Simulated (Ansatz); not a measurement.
The figure comes from a scan of BaZrO3 (cubic perovskite): the cell is scaled evenly about its relaxed volume V₀. All values below come from r2SCAN (plane waves to 500 eV, PAW, scalar-relativistic; Ansatz, a quantum-chemistry and plane-wave program). k mesh 8×8×8 (Γ-centred), Fermi-Dirac smearing 0.05 eV. Stress and pressure are positive under compression. BaZrO3 is run without spin polarisation. BaZrO3 was relaxed with its symmetry unable to fall. 

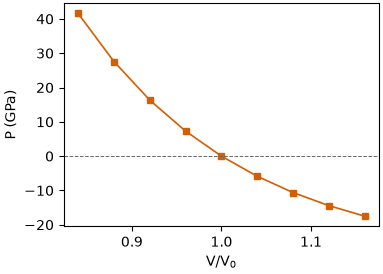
*P (GPa) against V/V₀; one marker a computed point.*

Question: List the plotted points as numbers.

Answer: To the nearest 1:

| V/V₀ | P (GPa) |
|---|---|
| 0.840 | 42 |
| 0.880 | 28 |
| 0.920 | 16 |
| 0.960 | 7 |
| 1.000 | 0 |
| 1.040 | -6 |
| 1.080 | -11 |
| 1.120 | -14 |
| 1.160 | -18 |

(Under strain, the slope of the energy per volume gives the stress and its curvature an elastic modulus.)
